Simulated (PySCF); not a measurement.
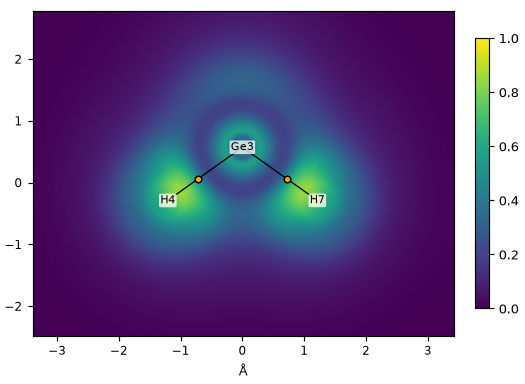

Br$_{2}$GeH$_{4}$, SMILES `BrBr.[GeH4]`. Localised orbital locator (LOL) in the plane of Ge3, H4 and H7, with bond paths and bond critical points (dots).

Method: TPSS/def2-SVP; geometry: an unrelaxed start of a pair search; program: PySCF.

Geometry (Å), atoms numbered from 1:

```
Br1     -1.2987   -1.1563   -0.0001
Br2     -1.4732    1.1079    0.0001
Ge3      2.6950    0.0466   -0.0000
H4       3.2034   -0.5345   -1.2652
H5       3.8271    0.5183    0.8304
H6       1.9328   -0.9830    0.7477
H7       1.8126    1.2019   -0.3133
```

What values does LOL take at the bond critical points in this plane?

Answer. Ge3–H7: about 0.50; Ge3–H4: about 0.50. Values above 0.5 mark slow, localised electrons, as in shared pairs; low values at a critical point mark a polar or closed-shell contact whose critical point lies between the shells.

Where along Ge3–H4 does the critical point lie?

Answer. 0.88 Å from Ge3 and 0.60 Å from H4.

Cost of the run: 26 s on 1 thread of Arm Neoverse V2 (shared host), peak memory 0.49 GiB.
